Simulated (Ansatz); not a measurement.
**Cl3HSeSn: reading failed and doubtful runs**

4 inputs were typed for Cl3HSeSn. Each is run as it stands; the log then has to tell whether the result can be used.

Computed with Ansatz 0.2.0, Gaussian basis. Level: the settings change from run to run.

### Step 1. The relaxed structure

The geometry comes from an earlier relaxation with PBE0-D4 in a triple-zeta def2 set; it is a stationary point. Sn takes a core potential in def2 sets; no spin-orbit term is included.

SMILES `[Cl][Sn]([Cl])([Cl])[SeH]`, 6 atoms, charge 0, spin multiplicity 1.

Atoms are counted from 1 here; the program's logs count them from 0.

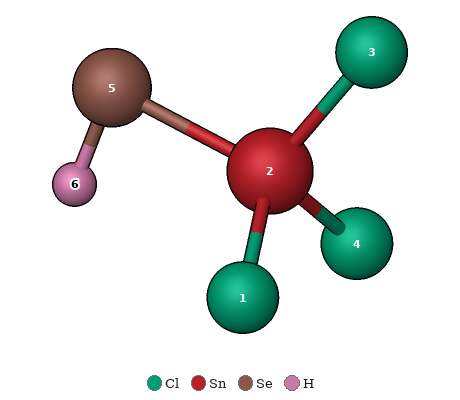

The structure; chlorine teal, tin red, selenium brown, hydrogen pink; atoms are numbered from 1 in the order of the file.

### Step 2. Try 1

in.yaml reads:

```yaml
crystal:
  periodic: [false, false, false]
  atoms:
    - {symbol: Cl, position_ang: [-1.140132, -1.487330, 1.496502]}
    - {symbol: Sn, position_ang: [0.259529, -0.410074, 0.017927]}
    - {symbol: Cl, position_ang: [2.422076, -1.044061, 0.475662]}
    - {symbol: Cl, position_ang: [-0.300029, -1.203775, -2.070773]}
    - {symbol: Se, position_ang: [0.116280, 2.073141, 0.182924]}
    - {symbol: H, position_ang: [-1.315625, 2.008100, -0.148441]}
basis:
  gaussian: {orbitals: ANO-RCC-VTZP, fitting: {mean_field: cc-pVTZ-jkfit}, final_grid: {core_spheres: 8, valence_spheres: 7, degree: 23}}
hamiltonian: {xc: {name: LC-wPBE}}
accuracy: high
output: {forces: true}
```

Run with:

```sh
$ ansatz run in.yaml --threads 4 --pin off --events-out ev --progress --plain --max-ram 11315MiB
```

Log:

```text
Functional definition: LC-wPBE
  name "LC-wPBE"
  cite "Vydrov & Scuseria, J. Chem. Phys. 125, 234109 (2006) doi:10.1063/1.2409292"
  cite "Heyd & Scuseria, J. Chem. Phys. 120, 7274 (2004) doi:10.1063/1.1668634"
  cite "Ernzerhof & Perdew, J. Chem. Phys. 109, 3313 (1998) doi:10.1063/1.476928"
  cite "Perdew, Burke & Ernzerhof, Phys. Rev. Lett. 77, 3865 (1996) doi:10.1103/PhysRevLett.77.3865"
  parent pbe
  parameter omega = 0.4/bohr
  exchange = pbe_x_sr(omega) + exact_x_lr(omega)
  correlation = pbe_c
Error: <dir> the basis set cc-pVTZ-JKFIT has no functions for Sn
```

Wall time 0.15 s (4 threads of Arm Neoverse V2, shared host).

Diagnosis: Refused before any calculation. The fitting set named has no entry for an element of this molecule. Cure: leave the fitting key out, or name a set that covers all elements and suits the basis.

### Step 3. Try 2

in.yaml reads:

```yaml
crystal:
  periodic: [false, false, false]
  atoms:
    - {symbol: Cl, position_ang: [-1.140132, -1.487330, 1.496502]}
    - {symbol: Sn, position_ang: [0.259529, -0.410074, 0.017927]}
    - {symbol: Cl, position_ang: [2.422076, -1.044061, 0.475662]}
    - {symbol: Cl, position_ang: [-0.300029, -1.203775, -2.070773]}
    - {symbol: Se, position_ang: [0.116280, 2.073141, 0.182924]}
    - {symbol: H, position_ang: [-1.315625, 2.008100, -0.148441]}
basis:
  gaussian: {orbitals: x2c-TZVPPall}
hamiltonian: {xc: {name: HF}}
correlation: {method: mp2, frozen_orbitals: {Cl: 0}}
output: {forces: true}
```

The command is unchanged.

Log:

```text
Functional definition: HF
  name "HF"
  cite "Fock, Z. Phys. 61, 126 (1930) doi:10.1007/BF01340294"
  parent pbe
  exchange = exact_x
  correlation = 0
Error: "frozen_orbitals" has no count for Sn
```

It took 0.1 s on 4 threads of Arm Neoverse V2, shared host.

Diagnosis: Refused before any calculation. Frozen orbitals are typed for one element alone, and the program wants a count for each. Cure: leave frozen_orbitals out, or give every element a count that its core really has.

### Step 4. Try 3

in.yaml reads:

```yaml
crystal:
  periodic: [false, false, false]
  atoms:
    - {symbol: Cl, position_ang: [-0.968471, -1.314350, 1.712604]}
    - {symbol: Sn, position_ang: [0.272624, -0.317783, -0.034743]}
    - {symbol: Cl, position_ang: [2.213347, -1.199892, 0.758651]}
    - {symbol: Cl, position_ang: [-0.251799, -1.193114, -1.889550]}
    - {symbol: Se, position_ang: [0.146231, 2.123262, 0.416427]}
    - {symbol: H, position_ang: [-0.945716, 1.937545, -0.214160]}
basis:
  gaussian: {orbitals: ANO-RCC-VTZP}
total_charge: 1
magnetization: {spin_polarized: true, initial_magnetization: 1}
hamiltonian: {xc: {name: HF}}
correlation: {method: mp2, frozen_orbitals: {Cl: 9}}
output: {forces: true}
```

Same command.

Log:

```text
Functional definition: HF
  name "HF"
  cite "Fock, Z. Phys. 61, 126 (1930) doi:10.1007/BF01340294"
  parent pbe
  exchange = exact_x
  correlation = 0
Error: "frozen_orbitals" has no count for Sn
```

Run time: 0.1 s. Hardware: 4 threads of Arm Neoverse V2, shared host.

What is wrong: The program refused the input. Frozen orbitals are typed for one element alone, and the program wants a count for each. It also asks for charge 1 and multiplicity 2, another species or state than the molecule above. Its coordinates are also moved off the relaxed structure (shortest distance 1.27 Å, against 1.47 Å), and have to be restored too. Cure: leave frozen_orbitals out, or give every element a count that its core really has, and set charge and spin to those of the species named.

### Step 5. Try 4

in.yaml reads:

```yaml
crystal:
  periodic: [false, false, false]
  atoms:
    - {symbol: Cl, position_ang: [-1.140132, -1.487330, 1.496502]}
    - {symbol: Sn, position_ang: [0.259529, -0.410074, 0.017927]}
    - {symbol: Cl, position_ang: [2.422076, -1.044061, 0.475662]}
    - {symbol: Cl, position_ang: [-0.300029, -1.203775, -2.070773]}
    - {symbol: Se, position_ang: [0.116280, 2.073141, 0.182924]}
    - {symbol: H, position_ang: [-1.315625, 2.008100, -0.148441]}
basis:
  gaussian: {orbitals: STO-3G}
magnetization: {spin_polarized: true, initial_magnetization: 0}
hamiltonian: {xc: {name: HF}}
correlation: {method: mp2, frozen_orbitals: {Cl: 9}}
```

The command is unchanged.

Log:

```text
Functional definition: HF
  name "HF"
  cite "Fock, Z. Phys. 61, 126 (1930) doi:10.1007/BF01340294"
  parent pbe
  exchange = exact_x
  correlation = 0
Error: "frozen_orbitals" has no count for Sn
```

It took 0.05 s on 4 threads of Arm Neoverse V2, shared host.

Diagnosis: The program refused the input. Frozen orbitals are typed for one element alone, and the program wants a count for each. To mend it, leave frozen_orbitals out, or give every element a count that its core really has.

### Step 6. How the tries ended

```
try                 level    ended                                                                                    cause    time
  1  LC-wPBE/ANO-RCC-VTZP  refused                       the fitting set named has no entry for an element of this molecule  0.15 s
  2      MP2/x2c-TZVPPall  refused  frozen orbitals are typed for one element alone, and the program wants a count for each   0.1 s
  3      MP2/ANO-RCC-VTZP  refused  frozen orbitals are typed for one element alone, and the program wants a count for each   0.1 s
  4            MP2/STO-3G  refused  frozen orbitals are typed for one element alone, and the program wants a count for each  0.05 s
```

**Reading.** 4 refused. A refusal costs next to no computing time.
